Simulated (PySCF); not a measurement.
## A study: C2H6Mg, SMILES `C[Mg]C`

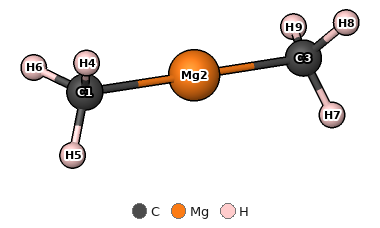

The molecule, with its atoms numbered as below. No frequency check shows the geometry to be a minimum.

Geometry (Å), atoms numbered from 1:

```
C1       2.1413   -0.0014    0.0002
Mg2     -0.0000    0.0021   -0.0003
C3      -2.1412   -0.0008    0.0008
H4       2.5436   -0.7228    0.7146
H5       2.5438    0.9778    0.2676
H6       2.5434   -0.2596   -0.9817
H7      -2.5434    0.9805    0.2614
H8      -2.5436   -0.7220    0.7153
H9      -2.5438   -0.2657   -0.9791
```

## 1. Bonding charge

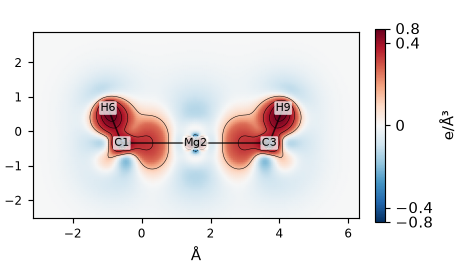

Deformation density (molecule less spherical, spin-averaged free atoms) in the plane of C1, Mg2, C3, H6 and H9; colour scale in e/Å³, logarithmic beyond ±0.1; red: gain, blue: loss.

Computed with PySCF, PBE/def2-TZVP, geometry: GFN2-xTB.

Q: Describe the bonding that the map shows.

A: C1–H6 and C3–H9: +0.61 e/Å³ at the bond critical point (bond length 1.09 Å, Mayer order 0.9). Mg2–C3 and C1–Mg2: +0.09 e/Å³ at the bond critical point (bond length 2.14 Å, Mayer order 0.8). In all, 1.8 electrons gather in the regions of gain relative to the promolecule. A small or negative value marks a very polar bond, one between electron-rich atoms, whose free-atom densities already overlap strongly, a long bond to a heavier atom, or a closed-shell contact such as a hydrogen bond.

## 2. Bond critical points

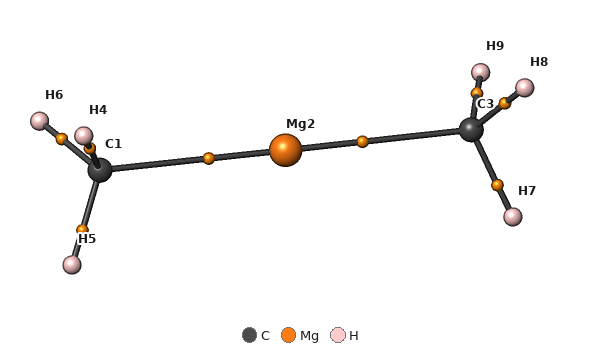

Molecular graph of the electron density (QTAIM): bond paths, bond critical points (orange), ring points (yellow, if any); weak paths are dashed.

Q: How many critical points of each kind are there, and does the count close?

A: 9 nuclei, 8 bond, 0 ring and 0 cage critical points: 9 − 8 + 0 − 0 = 1, as the Poincaré–Hopf relation requires.

Q: What does the calculation give at each kind of bond critical point?

A:
```
            bond  length (Å)  ρ (a.u.)  ∇²ρ (a.u.)     ε  H (a.u.)
 C1–H5 (6 alike)       1.092     0.266       −0.85  0.04    −0.262
Mg2–C3 (2 alike)       2.141     0.052       +0.20  0.00    −0.003
```

Q: What kind of interaction is C1–H5?

A: Shared-shell (covalent): ρ = 0.266, ∇²ρ = −0.85, H = −0.262 a.u.

## 3. Electrostatic potential

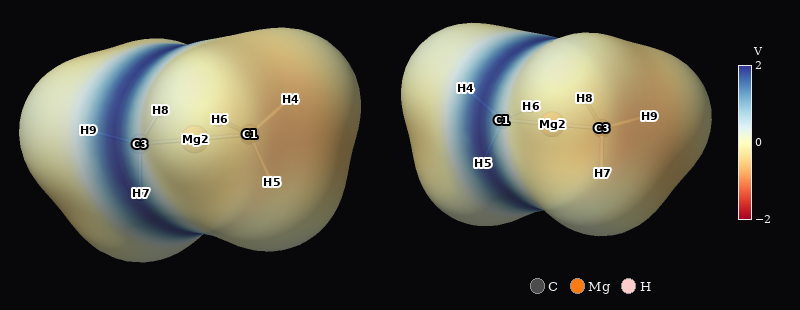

Electrostatic potential on the surface of electron density 0.001 a.u. (back view left, front view right).

Q: Where are the extremes of the potential on the surface?

A: Highest: 1.93 V, 1.9 Å from Mg2, and at like points elsewhere. Lowest: −0.73 V, near H6 (1.89 Å), H5 (1.95 Å), H4 (2.06 Å) and C1 (2.09 Å), and at like points elsewhere. The surface is sampled at points, so like sites can differ by a few per cent and only the strongest of them is named.

## 4. Excited states

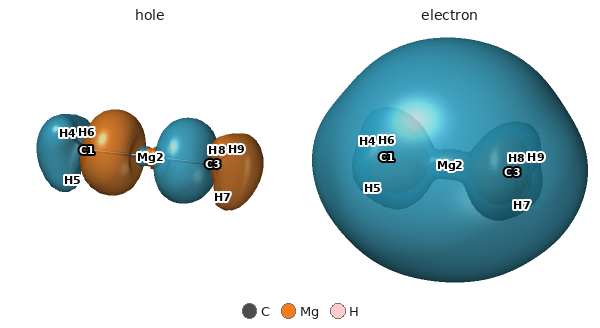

Leading natural transition orbital pair of S₃ (full linear response singlet states); the surfaces enclose about 85 % of each orbital's density.

Computed with PySCF, LC-wPBE/def2-TZVP, geometry: GFN2-xTB. Without diffuse functions Rydberg states are missing, so the states' numbers hold for this basis only.

Q: Give its energy and the atoms that hole and electron lie on.

A: 5.75 eV (216 nm), f = 0.379 (bright), partly diffuse acceptor orbital, which a basis without diffuse functions describes poorly; the leading pair carries 95 %; hole on C1 and C3 (31 % each) and Mg2 (18 %), electron on Mg2 (54 %) and C1 and C3 (10 % each) (atom shares of so diffuse an orbital are rough); their centroids lie 0.3 Å apart; S₁ and S₂ lie within 0.1 eV of it. In canonical orbitals it is mainly HOMO → LUMO (91 %). The HOMO–LUMO gap is 10.15 eV.

## 5. In an electric field

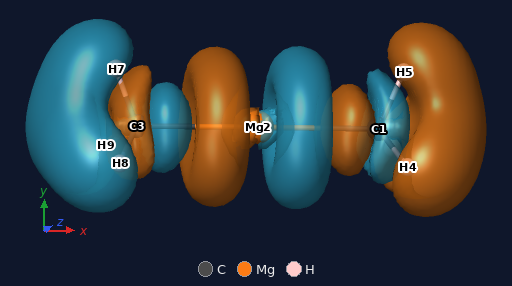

Change of the electron density in a uniform field of 0.21 V/Å, surfaces at ±0.001 e/Å³ (light blue: gain, orange: loss).

Computed with PySCF, B3LYP/def2-SVPD, geometry: GFN2-xTB.

Q: Along which Cartesian direction does the field point?

A: Along +x: electrons gather on the −x side, against the field.

Q: How large is the response?

A: The induced dipole is 0.81 D (along the field); α along this axis, from the fields in both directions, is 79 bohr³ (11.8 Å³).

Q: Which atoms gain and lose the most charge?

A: Electrons gather most on H7, H8 and H9 alike (Hirshfeld charge changes by −0.007 e) and leave C1 most (+0.007 e); 0.060 electrons are displaced in all.

## 6. Localised orbitals

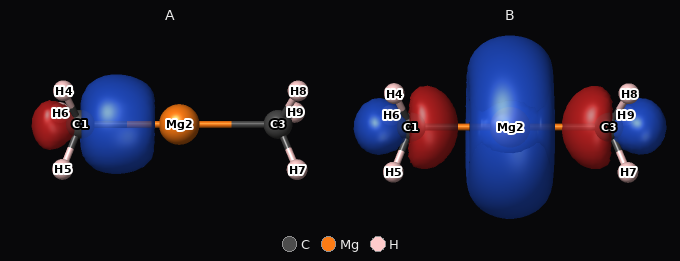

Intrinsic bond orbitals (IBO), occupied and valence-virtual; each surface holds about 70 % of the orbital's density. Energies are diagonal elements of the Fock matrix.

PySCF calculation, PBE0/def2-SVPD, gas phase; geometry: GFN2-xTB.

Q: What does each orbital represent in a Lewis picture?

A: By panel:
- A: pair mostly on C1, shared in part with Mg2 (C1 82 %, Mg2 17 %; −8.0 eV)
- B: antibonding multicentre orbital mainly over Mg2, C1 and C3 (Mg2 66 %, C1 17 %, C3 17 %; 1.3 eV)

## 7. Stretching a bond

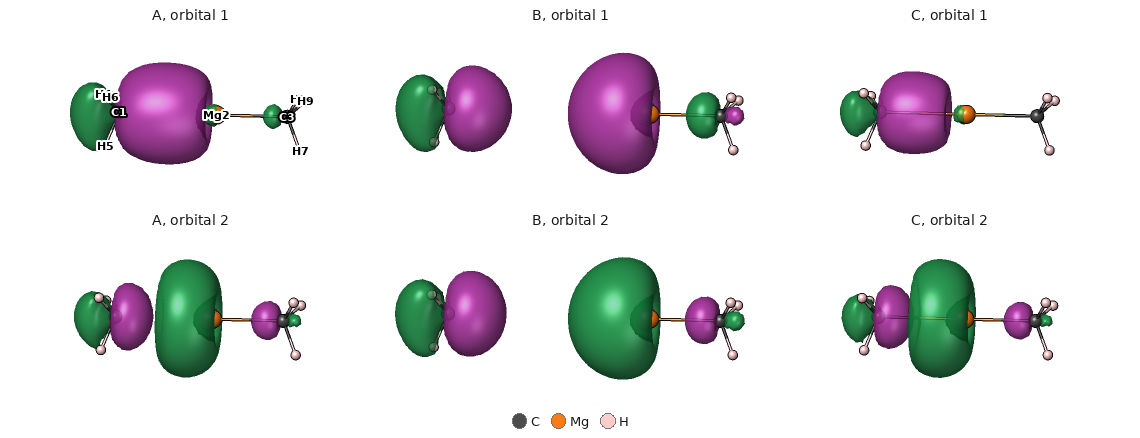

Rigid stretch of the C1–Mg2 bond. The two CASSCF(2,2) natural orbitals nearest half filling (orbital 1 the more occupied).

Level of theory: def2-SVP basis (PySCF), at a geometry from GFN2-xTB.

Q: The columns are at 2.60, 2.93 and 6.08 Å, in some order. Assign them, and give the occupations.

A: A: 2.93 Å, occupations 1.88 and 0.12. B: 6.08 Å, occupations 1.06 and 0.94. C: 2.60 Å, occupations 1.94 and 0.06.

Q: Where does the UHF solution part from RHF?

A: Between 2.60 Å (⟨S²⟩ = 0, the two coincide) and 2.93 Å (⟨S²⟩ = 0.36); at 6.08 Å ⟨S²⟩ is 1.02 and UHF lies 3.9 eV below RHF.

Q: How much energy does the stretch cost?

A: By CASSCF, 2.5 eV from the lowest point of the scan (2.17 Å) to 6.08 Å; RHF gives 5.9 eV from its own lowest point. The fragments aren't relaxed and dynamic correlation is missing, so this isn't a bond dissociation energy.

The PySCF runs shown took 7.9 s, 3.7 min, 12 s, 5.3 s and 49 s on 1 thread of Intel(R) Xeon(R) 6975P-C (Granite Rapids), with other jobs on the host.
